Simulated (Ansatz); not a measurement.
The starting structures come from a database of crystals and need not be the phases stable at ambient conditions.

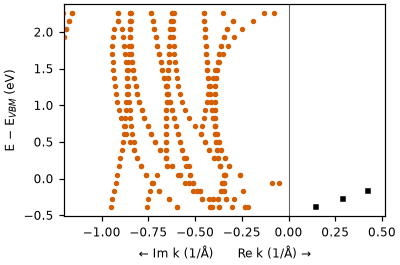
Fig. 1. Complex bands at the centre of the two-dimensional zone; PBEsol (Ansatz, an electronic-structure program)

The gap is the functional's own. No spin-orbit coupling. Mid-gap values are interpolated on the energy grid.

Q: This is TlCl2 (I4_1/a, not sure to be the ambient phase, 12 atoms a cell, 32.0 Å³ an atom) along the normal of (101). Read off the slowest decay at the centre of the two-dimensional zone at 1.04 eV, the computed energy nearest the middle of the gap.

A: κ ≈ 0.40 1/Å, a decay length 1/(2κ) of the density of 1.3 Å.
